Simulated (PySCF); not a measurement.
## Run report: GeH3F (charge +1), geometry relaxation (part 1 of 2)

- system: GeH3F, charge +1, multiplicity 2
- method: HF/3-21G, UHF (PySCF 2.14.0)

The atoms were displaced at random from an optimised geometry. The geometry is that of the parent species in another charge or spin state. Figures and captions count atoms from 1; the log counts them from 0 in places.

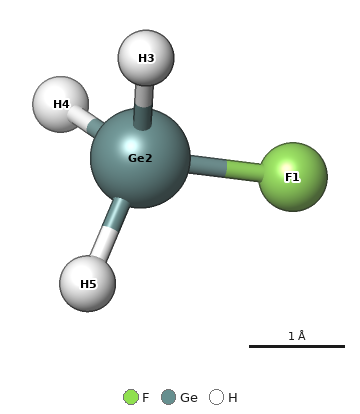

**Figure 1.** The input geometry (ball-and-stick view, seen on its broad side; atoms are numbered from 1 in the order of the input). Sticks mark near contacts. Bond lengths as drawn: F–Ge 1.71 Å and Ge–H 1.50 to 1.57 Å.

**Input (job.py)**
```python
import numpy
from pyscf import gto, symm
from pyscf.hessian import thermo
from pyscf.geomopt.geometric_solver import kernel as optimise

molecule = gto.M(
    atom='''
F     -1.002213     0.488971     1.194871
Ge     0.066046     0.004174    -0.045798
H      1.322958    -0.504705     0.658662
H     -0.613352    -1.188700    -0.813038
H      0.320058     1.154196    -0.981130
''',
    verbose=3,
    basis='3-21g',
    spin=1,
    max_memory=1860,
    charge=1,
)

mf = molecule.UHF()
mf.conv_tol = 1e-10
mf = mf.newton()
converged, mol_eq = optimise(mf, maxsteps=80)
print('converged:', converged)
print(mol_eq.tostring())

mf.reset(mol_eq)
molecule = mol_eq
mf.kernel()
energy = mf.e_tot
print('E(%s) = %.9f' % ('HF', energy))
hess = mf.Hessian().kernel()
modes = thermo.harmonic_analysis(molecule, hess)
print('frequencies (1/cm)', numpy.round(modes['freq_wavenumber'], 1))
symm.geom.TOLERANCE = 1e-3  # for the symmetry number
th = thermo.thermo(mf, modes['freq_au'], 298.15, 101325)
thermo.dump_thermo(molecule, th)
```

Machine: 1 thread of Intel Xeon (Sapphire Rapids), 16 GiB of memory available, shared host.

Command:
```bash
OMP_NUM_THREADS=1 python job.py
```

**Output**
```
#|     Arguments passed to driver run_optimizer():      |#
customengine              <pyscf.geomopt.geometric_solver.PySCFEngine object>
maxiter                   80
----------------------------------------------------------
Custom engine selected.
Bonds will be generated from interatomic distances less than 1.20 times sum of covalent radii
15 internal coordinates being used (instead of 15 Cartesians)
Internal coordinate system (atoms numbered from 1):
Distance 1-2
Distance 2-3
Distance 2-4
Distance 2-5
Angle 1-2-3
Angle 1-2-4
Angle 1-2-5
Angle 3-2-4
Angle 3-2-5
Angle 4-2-5
Translation-X 1-5
Translation-Y 1-5
Translation-Z 1-5
Rotation-A 1-5
Rotation-B 1-5
Rotation-C 1-5
<class 'geometric.internal.Distance'> : 4
<class 'geometric.internal.Angle'> : 6
<class 'geometric.internal.TranslationX'> : 1
<class 'geometric.internal.TranslationY'> : 1
<class 'geometric.internal.TranslationZ'> : 1
<class 'geometric.internal.RotationA'> : 1
<class 'geometric.internal.RotationB'> : 1
<class 'geometric.internal.RotationC'> : 1
> ===== Optimization Info: ====
> Job type: Energy minimization
> Maximum number of optimization cycles: 80
> Initial / maximum trust radius (Angstrom): 0.100 / 0.300
> Convergence Criteria:
> Will converge when all 5 criteria are reached:
>  |Delta-E| < 1.00e-06
>  RMS-Grad  < 3.00e-04
>  Max-Grad  < 4.50e-04
>  RMS-Disp  < 1.20e-03
>  Max-Disp  < 1.80e-03
> === End Optimization Info ===

Geometry optimization cycle 1
Cartesian coordinates (Angstrom)
 Atom        New coordinates             dX        dY        dZ
   F  -1.002213   0.488971   1.194871    0.000000  0.000000 -0.000000
  Ge   0.066046   0.004174  -0.045798    0.000000  0.000000  0.000000
   H   1.322958  -0.504705   0.658662    0.000000  0.000000  0.000000
   H  -0.613352  -1.188700  -0.813038    0.000000  0.000000  0.000000
   H   0.320058   1.154196  -0.981130    0.000000  0.000000  0.000000

WARN: Mole.unit (angstrom) is changed to Bohr

WARN: HOMO -0.400507691639945 >= LUMO -0.400507691639945

converged SCF energy = -2165.56287651183  <S^2> = 0.77440408  2S+1 = 2.024257
--------------- SecondOrderUHF_Scanner gradients ---------------
         x                y                z
0 F    -0.0121955888     0.0157974077     0.0280984864
1 Ge    -0.0171379795    -0.0839645389    -0.0697895765
2 H     0.0006959103     0.0231949191     0.0031144084
3 H     0.0181021812     0.0422600307     0.0236554471
4 H     0.0105354769     0.0027121814     0.0149212346
----------------------------------------------
cycle 1: E = -2165.56287651  dE = -2165.56  norm(grad) = 0.130248
Step    0 : Gradient = 5.825e-02/1.105e-01 (rms/max) Energy = -2165.5628765118
Hessian Eigenvalues: 5.00000e-02 5.00000e-02 5.00000e-02 ... 1.60000e-01 1.66891e-01 3.50057e-01

Geometry optimization cycle 2
Cartesian coordinates (Angstrom)
 Atom        New coordinates             dX        dY        dZ
   F  -1.038486   0.476411   1.169882   -0.036273 -0.012560 -0.024989
  Ge   0.124687   0.125662   0.034280    0.058641  0.121488  0.080078
   H   1.327608  -0.619752   0.650964    0.004650 -0.115047 -0.007698
   H  -0.588248  -1.209908  -0.794590    0.025104 -0.021208  0.018448
   H   0.267936   1.181523  -1.046969   -0.052122  0.027327 -0.065839
converged SCF energy = -2165.59331383223  <S^2> = 0.75891486  2S+1 = 2.0088951
--------------- SecondOrderUHF_Scanner gradients ---------------
         x                y                z
0 F     0.0039062380     0.0033917030     0.0032401135
1 Ge    -0.0332502269    -0.0407716895    -0.0299312099
2 H     0.0111319758     0.0047167805     0.0075661496
3 H     0.0116164317     0.0255624161     0.0158043687
4 H     0.0065955814     0.0071007898     0.0033205781
----------------------------------------------
cycle 2: E = -2165.59331383  dE = -0.0304373  norm(grad) = 0.0710462
Step    1 : Displace = 9.924e-02/1.569e-01 (rms/max) Trust = 1.000e-01 (=) Grad = 3.177e-02/6.053e-02 (rms/max) E (change) = -2165.5933138322 (-3.044e-02) Quality = 1.330
Hessian Eigenvalues: 5.00000e-02 5.00000e-02 5.00000e-02 ... 1.64336e-01 1.78880e-01 3.87721e-01

Geometry optimization cycle 3
Cartesian coordinates (Angstrom)
 Atom        New coordinates             dX        dY        dZ
   F  -1.085159   0.442153   1.138851   -0.046673 -0.034258 -0.031031
  Ge   0.244646   0.296287   0.159793    0.119959  0.170624  0.125513
   H   1.257228  -0.724892   0.578683   -0.070380 -0.105140 -0.072281
   H  -0.524816  -1.172109  -0.761633    0.063432  0.037799  0.032957
   H   0.201598   1.112498  -1.102128   -0.066338 -0.069025 -0.055159
converged SCF energy = -2165.60415641222  <S^2> = 0.75313153  2S+1 = 2.0031291
--------------- SecondOrderUHF_Scanner gradients ---------------
         x                y                z
0 F    -0.0011286783    -0.0053090266    -0.0056542832
1 Ge     0.0004624214    -0.0027833785     0.0029975973
2 H    -0.0051520700    -0.0038271955    -0.0058350750
3 H     0.0086989905     0.0174827679     0.0122361300
4 H    -0.0028806635    -0.0055631673    -0.0037443691
----------------------------------------------
cycle 3: E = -2165.60415641  dE = -0.0108426  norm(grad) = 0.0271648
Step    2 : Displace = 1.439e-01/2.435e-01 (rms/max) Trust = 1.414e-01 (+) Grad = 1.215e-02/2.304e-02 (rms/max) E (change) = -2165.6041564122 (-1.084e-02) Quality = 0.629
Hessian Eigenvalues: 5.00000e-02 5.00000e-02 5.00000e-02 ... 1.78744e-01 3.32499e-01 3.87984e-01

Geometry optimization cycle 4
Cartesian coordinates (Angstrom)
 Atom        New coordinates             dX        dY        dZ
   F  -1.034837   0.515375   1.186844    0.050322  0.073222  0.047992
  Ge   0.199503   0.230148   0.113897   -0.045143 -0.066138 -0.045895
   H   1.284858  -0.655017   0.630949    0.027631  0.069875  0.052266
   H  -0.588989  -1.314487  -0.870031   -0.064173 -0.142378 -0.108399
   H   0.232962   1.177917  -1.048092    0.031364  0.065419  0.054036
converged SCF energy = -2165.61009171305  <S^2> = 0.7526099  2S+1 = 2.0026082
--------------- SecondOrderUHF_Scanner gradients ---------------
         x                y                z
0 F     0.0012334174     0.0015207709     0.0004728217
1 Ge    -0.0061874125    -0.0179010419    -0.0097579115
2 H    -0.0017449735     0.0047085893    -0.0004115151
3 H     0.0051971663     0.0101366546     0.0069733456
4 H     0.0015018024     0.0015350271     0.0027232593
----------------------------------------------
cycle 4: E = -2165.61009171  dE = -0.0059353  norm(grad) = 0.0259578
Step    3 : Displace = 1.194e-01/1.902e-01 (rms/max) Trust = 1.414e-01 (=) Grad = 1.161e-02/2.131e-02 (rms/max) E (change) = -2165.6100917130 (-5.935e-03) Quality = 0.838
Hessian Eigenvalues: 5.00000e-02 5.00000e-02 5.00000e-02 ... 1.77861e-01 3.87113e-01 4.66844e-01

Geometry optimization cycle 5
Cartesian coordinates (Angstrom)
 Atom        New coordinates             dX        dY        dZ
   F  -1.024162   0.540787   1.204755    0.010675  0.025412  0.017912
  Ge   0.218179   0.262324   0.136705    0.018675  0.032176  0.022808
   H   1.286039  -0.654979   0.645177    0.001181  0.000038  0.014228
   H  -0.609581  -1.378173  -0.928291   -0.020592 -0.063686 -0.058260
   H   0.223023   1.183977  -1.044780   -0.009939  0.006060  0.003312
converged SCF energy = -2165.61314444754  <S^2> = 0.75158649  2S+1 = 2.0015859
--------------- SecondOrderUHF_Scanner gradients ---------------
         x                y                z
0 F    -0.0006997710     0.0016735518     0.0016068420
1 Ge    -0.0024001158    -0.0113979675    -0.0087763588
2 H    -0.0007722369     0.0023929206     0.0003253197
3 H     0.0034162230     0.0062242221     0.0044454153
4 H     0.0004559006     0.0011072731     0.0023987818
----------------------------------------------
cycle 5: E = -2165.61314445  dE = -0.00305273  norm(grad) = 0.0173885
Step    4 : Displace = 4.733e-02/8.889e-02 (rms/max) Trust = 2.000e-01 (+) Grad = 7.776e-03/1.458e-02 (rms/max) E (change) = -2165.6131444475 (-3.053e-03) Quality = 1.605
Hessian Eigenvalues: 2.14454e-02 5.00000e-02 5.00000e-02 ... 1.78467e-01 3.90269e-01 4.24707e-01

Geometry optimization cycle 6
Cartesian coordinates (Angstrom)
 Atom        New coordinates             dX        dY        dZ
   F  -1.005887   0.570729   1.233249    0.018275  0.029941  0.028494
  Ge   0.252506   0.323865   0.184459    0.034327  0.061541  0.047753
   H   1.284087  -0.647278   0.666252   -0.001952  0.007701  0.021075
   H  -0.648951  -1.476032  -1.025489   -0.039370 -0.097859 -0.097198
   H   0.211743   1.182652  -1.044904   -0.011280 -0.001325 -0.000125
converged SCF energy = -2165.61582773056  <S^2> = 0.75059192  2S+1 = 2.0005918
--------------- SecondOrderUHF_Scanner gradients ---------------
         x                y                z
0 F     0.0010696464    -0.0004211412    -0.0012408211
1 Ge     0.0001856494    -0.0021366425    -0.0004167913
2 H    -0.0018564024     0.0000289383    -0.0002902779
3 H     0.0016338757     0.0025763944     0.0019313988
4 H    -0.0010327690    -0.0000475490     0.0000164914
----------------------------------------------
cycle 6: E = -2165.61582773  dE = -0.00268328  norm(grad) = 0.0050272
Step    5 : Displace = 7.808e-02/1.434e-01 (rms/max) Trust = 2.828e-01 (+) Grad = 2.248e-03/3.611e-03 (rms/max) E (change) = -2165.6158277306 (-2.683e-03) Quality = 1.257
Hessian Eigenvalues: 1.38493e-02 5.00000e-02 5.00000e-02 ... 1.78433e-01 3.91106e-01 4.70851e-01

Geometry optimization cycle 7
Cartesian coordinates (Angstrom)
 Atom        New coordinates             dX        dY        dZ
   F  -0.998894   0.590489   1.252549    0.006993  0.019760  0.019299
  Ge   0.262013   0.346161   0.203615    0.009507  0.022295  0.019156
   H   1.297038  -0.630467   0.680573    0.012951  0.016811  0.014321
   H  -0.683262  -1.538430  -1.085053   -0.034310 -0.062397 -0.059564
   H   0.216602   1.186184  -1.038117    0.004859  0.003532  0.006788
converged SCF energy = -2165.61641275759  <S^2> = 0.75033588  2S+1 = 2.0003359
--------------- SecondOrderUHF_Scanner gradients ---------------
         x                y                z
0 F    -0.0006346997    -0.0001309665     0.0002398539
1 Ge     0.0008248057     0.0003894518    -0.0009172220
2 H    -0.0004027949    -0.0010418245    -0.0000442025
3 H     0.0008905467     0.0011786954     0.0008699133
4 H    -0.0006778577    -0.0003953562    -0.0001483426
----------------------------------------------
cycle 7: E = -2165.61641276  dE = -0.000585027  norm(grad) = 0.00264147
Step    6 : Displace = 4.714e-02/9.271e-02 (rms/max) Trust = 3.000e-01 (+) Grad = 1.181e-03/1.714e-03 (rms/max) E (change) = -2165.6164127576 (-5.850e-04) Quality = 1.395
Hessian Eigenvalues: 8.20098e-03 5.00000e-02 5.00000e-02 ... 1.80735e-01 3.99847e-01 4.47287e-01

Geometry optimization cycle 8
Cartesian coordinates (Angstrom)
 Atom        New coordinates             dX        dY        dZ
   F  -0.989671   0.605100   1.266047    0.009223  0.014611  0.013499
  Ge   0.267294   0.357545   0.216606    0.005281  0.011385  0.012992
   H   1.309497  -0.607995   0.694448    0.012459  0.022472  0.013875
   H  -0.719495  -1.593803  -1.134956   -0.036233 -0.055374 -0.049903
   H   0.225872   1.193089  -1.028579    0.009270  0.006906  0.009538
converged SCF energy = -2165.61662707852  <S^2> = 0.75020439  2S+1 = 2.0002044
--------------- SecondOrderUHF_Scanner gradients ---------------
         x                y                z
0 F     0.0007544670    -0.0000257911    -0.0004742975
1 Ge    -0.0006441422    -0.0001946990     0.0006563136
2 H    -0.0004242968     0.0000374902    -0.0002637925
3 H     0.0003803613     0.0002805147     0.0001695242
4 H    -0.0000663893    -0.0000975149    -0.0000877479
----------------------------------------------
cycle 8: E = -2165.61662708  dE = -0.000214321  norm(grad) = 0.0014843
Step    7 : Displace = 4.180e-02/8.262e-02 (rms/max) Trust = 3.000e-01 (=) Grad = 6.638e-04/9.400e-04 (rms/max) E (change) = -2165.6166270785 (-2.143e-04) Quality = 1.206
Hessian Eigenvalues: 6.23643e-03 5.00000e-02 5.00000e-02 ... 1.82567e-01 4.04640e-01 4.48399e-01

Geometry optimization cycle 9
Cartesian coordinates (Angstrom)
 Atom        New coordinates             dX        dY        dZ
   F  -0.988586   0.607744   1.269039    0.001085  0.002644  0.002991
  Ge   0.271252   0.362506   0.220764    0.003959  0.004961  0.004157
   H   1.317612  -0.599751   0.700796    0.008115  0.008244  0.006348
   H  -0.736440  -1.612501  -1.151205   -0.016945 -0.018698 -0.016249
   H   0.229658   1.195938  -1.025827    0.003786  0.002849  0.002752
converged SCF energy = -2165.61665179551  <S^2> = 0.75016888  2S+1 = 2.0001689
--------------- SecondOrderUHF_Scanner gradients ---------------
         x                y                z
0 F    -0.0001292285     0.0002145173     0.0003001921
1 Ge    -0.0002340955     0.0000126545    -0.0001277829
2 H     0.0001009433    -0.0001940677    -0.0000889820
3 H     0.0002071781     0.0000207191    -0.0000286851
4 H     0.0000552026    -0.0000538232    -0.0000547422
----------------------------------------------
cycle 9: E = -2165.6166518  dE = -2.4717e-05  norm(grad) = 0.000577068
Step    8 : Displace = 1.533e-02/2.969e-02 (rms/max) Trust = 3.000e-01 (=) Grad = 2.581e-04/3.909e-04 (rms/max) E (change) = -2165.6166517955 (-2.472e-05) Quality = 1.218
Hessian Eigenvalues: 4.93479e-03 5.00000e-02 5.00000e-02 ... 1.88590e-01 4.32559e-01 4.56448e-01

Geometry optimization cycle 10
Cartesian coordinates (Angstrom)
 Atom        New coordinates             dX        dY        dZ
   F  -0.988076   0.605626   1.267515    0.000509 -0.002118 -0.001524
  Ge   0.274443   0.364572   0.222159    0.003191  0.002067  0.001395
   H   1.321859  -0.594866   0.704238    0.004247  0.004885  0.003442
   H  -0.746775  -1.618914  -1.155713   -0.010336 -0.006413 -0.004508
   H   0.232047   1.197518  -1.024632    0.002389  0.001580  0.001195
converged SCF energy = -2165.61665840754  <S^2> = 0.75015527  2S+1 = 2.0001553
--------------- SecondOrderUHF_Scanner gradients ---------------
         x                y                z
0 F     0.0001246315     0.0001441303     0.0000667341
1 Ge    -0.0002576354     0.0000366285     0.0001306163
2 H    -0.0000193678    -0.0000676783    -0.0000901654
3 H     0.0001275453    -0.0000657977    -0.0000902821
4 H     0.0000248263    -0.0000472828    -0.0000169029
----------------------------------------------
cycle 10: E = -2165.61665841  dE = -6.61202e-06  norm(grad) = 0.000412928
Step    9 : Displace = 7.093e-03/1.233e-02 (rms/max) Trust = 3.000e-01 (=) Grad = 1.847e-04/2.912e-04 (rms/max) E (change) = -2165.6166584075 (-6.612e-06) Quality = 1.442
Hessian Eigenvalues: 5.27529e-03 5.00000e-02 5.00000e-02 ... 1.89264e-01 4.45467e-01 4.53807e-01

Geometry optimization cycle 11
Cartesian coordinates (Angstrom)
 Atom        New coordinates             dX        dY        dZ
   F  -0.989341   0.599182   1.262727   -0.001264 -0.006444 -0.004787
  Ge   0.278471   0.365634   0.222080    0.004028  0.001062 -0.000079
   H   1.328327  -0.589285   0.707897    0.006468  0.005582  0.003658
   H  -0.759816  -1.621250  -1.155087   -0.013040 -0.002335  0.000626
   H   0.235855   1.199654  -1.024050    0.003808  0.002136  0.000582
converged SCF energy = -2165.61666524101  <S^2> = 0.7501463  2S+1 = 2.0001463
```
